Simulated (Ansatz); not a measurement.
The starting structures come from a database of crystals and need not be the phases stable at ambient conditions.

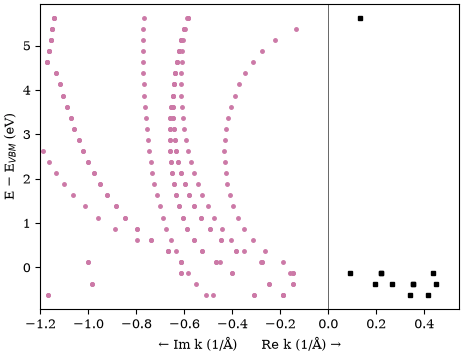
Complex bands at the centre of the two-dimensional zone; PBEsol run with Ansatz (a first-principles code)

The gap is the functional's own, uncorrected, and κ follows it; spin-orbit coupling is left out. Mid-gap values are interpolated between the computed energies.

**Question.** This is Cs2NaInF6 (Fm-3m, not sure to be the ambient phase, 10 atoms a cell, 17.5 Å³ an atom) along the normal of (111). Read off the slowest decay at the centre of the two-dimensional zone at 2.88 eV, the computed energy nearest the middle of the gap.

**Answer.** κ ≈ 0.43 1/Å, a decay length 1/(2κ) of the density of 1.2 Å.
